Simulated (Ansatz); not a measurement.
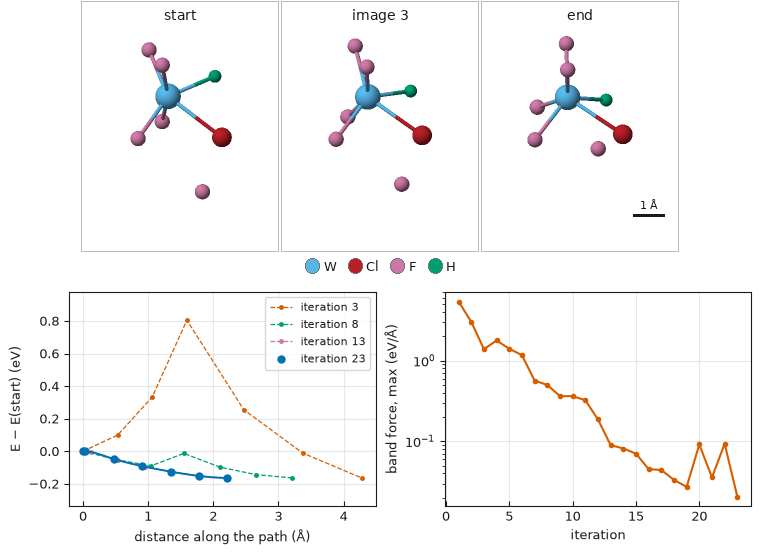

A nudged-elastic-band calculation for WHClF5 (multiplicity 2). Images are numbered from 0 (start) to 6 (end). The plot follows the band through its iterations. Style: ball-and-stick. Shown from a free direction.

Theory: Ansatz 0.2.0, UKS PBE/def2-SVP. Run with 5 movable images; climbing image; force threshold 0.05 eV/Å; iteration limit 60; starting path through a guess of the saddle point.

### How did the profile develop, and is the result final?

The run is converged, with reservations. The band converged in 23 iterations. The largest component of the band force went from 5.4 to 0.021 eV/Å. The first iteration put the highest image at 1.694 eV. No barrier shows: the energy is highest at the start, and the end lies 0.164 eV below the start.
